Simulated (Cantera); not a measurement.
A closed system holds: 1 mol Fe(CO)₅, 6.8 mol H₂, 38 mol N₂, 0.0017 mol CO₂, held at 1.33 mbar.

Equilibrium computed with Cantera from the NASA thermochemical tables; the gas is ideal and each condensed phase is pure. Candidate condensed phases: C, C₆H₆, C₇H₈, C₈H₁₈, Fe, Fe(CO)₅, FeO, Fe(OH)₂, Fe(OH)₃, Fe₂O₃, Fe₃O₄, H₂O; 140 gas species. Rates play no part.

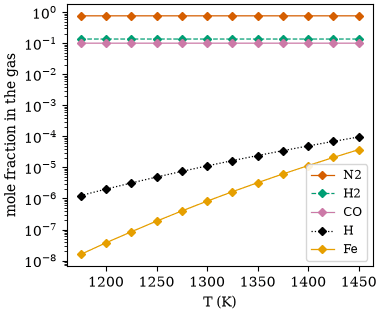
Figure: Equilibrium gas composition (values under 1e-9 drawn at 1e-9)

Read off the mole fractions at 1175 K.

N₂ about 0.76, H₂ about 0.14, CO about 0.10, H about 1.2e-6, Fe about 1.6e-8.
